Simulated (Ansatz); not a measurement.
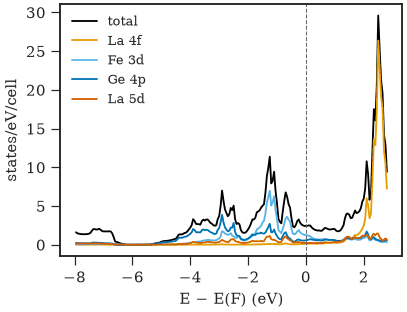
Fig. 1. Total and projected density of states of LaFeGe₃ in space group I4mm (No. 107; La on 2a, Fe on 2a, Ge on 2a, Ge on 4b), DFT-PBEsol in the program Ansatz with PAW potentials

Task: Which orbitals carry the states next to the Fermi level?

Result: Within 0.5 eV of the Fermi level: Fe 3d 50 %, Ge 4p 24 %, La 5d 11 %. Projections are on Löwdin-orthogonalised atomic valence shells; empty p or d shells of many metals are not among them.

Task: Where is the tallest occupied peak in this window, and what makes it?

Result: Near -1.2 eV, about 11 states/eV per cell; the largest projected share is Fe 3d.

The workflow started from an entry of the Crystallography Open Database (COD, 295 K). Its standing as an ambient phase is unchecked. The PBEsol relaxation kept the symmetry of its start; its stability against distortions is not shown here. The workflow began spin-polarised and lost its moments. The cell computed holds one magnetic atom, so no antiferromagnetic order was within reach. Scalar-relativistic: spin–orbit coupling is off unless named, which matters more the heavier the elements.

Potentials: the later of the program's two PAW sets.
